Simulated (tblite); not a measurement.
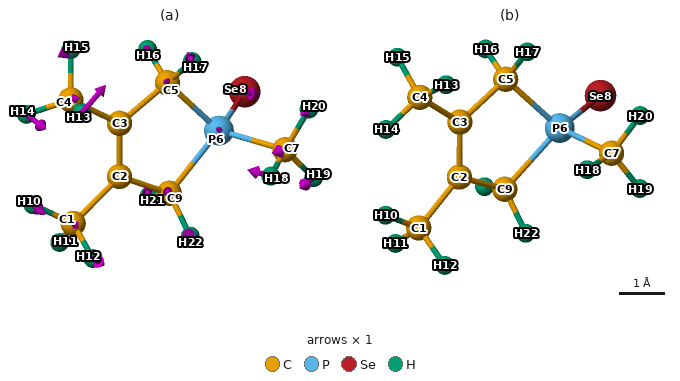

The structure of C7H13PSe before (left) and after (right) a relaxation, at one scale. The purple arrows give the displacements, at their true length.

Style: ball-and-stick. Shown at a tilt.

These are results of tblite 0.8.0, GFN2-xTB geometry optimisation, gas phase, not measurements. 

> Summarise the run.

The energy falls by 107.4 kJ/mol in 176 geometry steps. The largest move after the best rigid fit is that of H14, 0.89 Å. By element the largest moves are H 0.89 Å, C 0.41 Å, Se 0.41 Å, P 0.10 Å. Near-neighbour distances that change, for instance: P6–Se8 1.933 → 2.091 Å, C2–C3 1.267 → 1.332 Å, P6–C9 1.784 → 1.842 Å, C3–C4 1.541 → 1.494 Å. Bond angles that change, for instance: C5–P6–C7 113.7° → 105.0°, C5–P6–Se8 109.8° → 118.2°, C2–C1–H11 102.5° → 109.8°. Groups turn about C3–C4 by about 35°. The run took 1.7 s on 1 thread of Intel(R) Xeon(R) Platinum 8488C (shared host).
